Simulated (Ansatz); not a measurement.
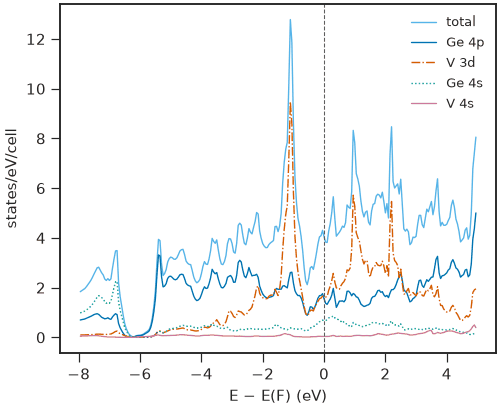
Total and projected density of states of VGe₃ (A15 (Cr3Si type), space group No. 223), DFT-r²SCAN in the program Ansatz with PAW potentials

Task: Which orbitals carry the states next to the Fermi level?

Result: Within 0.5 eV of the Fermi level: V 3d 43 %, Ge 4p 37 %, Ge 4s 16 %. Projections are on Löwdin-orthogonalised atomic valence shells; empty p or d shells of many metals are not among them.

Task: Where is the tallest occupied peak in this window, and what makes it?

Result: Near -1.1 eV, about 13 states/eV per cell; the largest projected share is V 3d.

Space group Pm-3n (A15 (Cr3Si type)). The workflow started from an entry of the Crystallography Open Database (COD). Whether it is the stable phase at ambient conditions was not checked. The cell was relaxed with r²SCAN under the symmetry of its start; its stability against distortions is not shown here. The final state is ferromagnetic, chosen from 5 collinear starts compared on coarse meshes (ties went to the first, and starts can fall back to one state), not a proven ground state. The volume moved by 20 % from the start of the relaxation. Its formation energy is positive at this level, so the cell may be metastable or incomplete. Other orbital occupations within this spin state were not tried. Scalar-relativistic: spin–orbit coupling is off unless named, which matters more the heavier the elements.

Potentials: the later of the program's two PAW sets.
